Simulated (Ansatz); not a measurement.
# GeH2: atomisation energy

How much energy holds GeH2 together? Aim: an atomisation energy, for GeH2, run from a script. SMILES: [GeH2].

Computed with Ansatz 0.2.0, driven from Python. Level of theory: B3LYP/cc-pVDZ.

## Step 1: The system

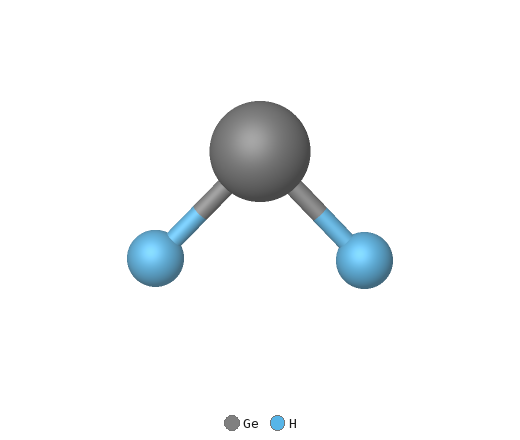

The starting structure, viewed from a chosen angle; germanium grey, hydrogen blue.

The script holds or builds the structure itself.

## Step 2: The script

The input, geh2.py:

```python
'''Atomisation energy of GeH2 at the given geometry.'''

from collections import Counter

import ansatz
from ase import Atoms

params = {
    'basis': 'cc-pVDZ',
    'functional': 'b3lyp',
}


def single_point(molecule, charge=0, unpaired=0):
    calc = (
        molecule.calculation()
        .basis(gaussian=params['basis'])
        .functional(params['functional'])
    )
    if charge:
        calc = calc.charge(charge)
    if unpaired:
        calc = calc.spin('collinear', total=unpaired)
    report = calc.run(threads=1).report
    if report['published_state_doubts']:
        print('  doubts:', report['published_state_doubts'])
    return report['free_energy_ev']

atoms = Atoms(['Ge', 'H', 'H'], positions=[
    (-0.5953, 0.42319, -0.27532),
    (0.78114, 0.70712, 0.50384),
    (-0.18584, -1.1303, -0.22853),
])
geh2 = ansatz.Crystal.molecule_from_ase(atoms)

# Hund ground states
unpaired = {'Ge': 2, 'H': 1}
counts = Counter(site.symbol for site in geh2.cartesian_sites)
atom_energy = {s: single_point(ansatz.Crystal.molecule().atom(s, (0, 0, 0)), 0, unpaired[s]) for s in counts}
whole = single_point(geh2, 0, 0)
for s, e in atom_energy.items():
    print(f'{s:2s} x{counts[s]}  {e:14.5f} eV')
print(f'GeH2: {whole:.5f} eV')
split = sum(counts[s] * e for s, e in atom_energy.items()) - whole
print(f'atomisation energy (no zero-point term): {23.060548 * split:.1f} kcal/mol, {split / sum(counts.values()):.3f} eV an atom')
```

## Step 3: Running it

Started as:

```sh
$ python geh2.py
```

Standard output:

```text
Ge x1    -56516.33989 eV
H  x2       -13.63992 eV
GeH2: -56549.70807 eV
atomisation energy (no zero-point term): 140.4 kcal/mol, 2.029 eV an atom
```

Wall time 1.9 s (1 thread of Arm Neoverse V1, shared host); peak memory 0.15 GiB.

## Step 4: Run by run

One row for each of the 3 runs:

| run | system | unpaired or total moment | energy (eV) | <S²> | SCF cycles | CPU time (s) |
| --- | --- | --- | --- | --- | --- | --- |
| 1 | Ge | 2 | -56516.3399 | 2.00 | 21 | 0.59 |
| 2 | H | 1 | -13.6399 | 0.75 | 6 | 0.05 |
| 3 | GeH2 | not set | -56549.7081 | 0.00 | 13 | 0.64 |

Totals carry meaning only in balanced differences at one level of theory.

## Step 5: Summary of results

| quantity | value |
| --- | --- |
| atomisation energy, no zero point | 140.4 kcal/mol |
| runs compared | 3 |

Zero-point motion and spin-orbit terms of the atoms are left out, and both would lower it. 140.4 kcal/mol from the electronic energies, without the zero-point term. Caveats:
- The geometry is a force-field or estimated start, not a minimum of this method, and the basis set is short of its limit. All parts are taken at fixed geometry, without zero-point energy.
- b3lyp holds the VWN-RPA fit, as in Gaussian; the form of ORCA and Turbomole is b3lyp5.
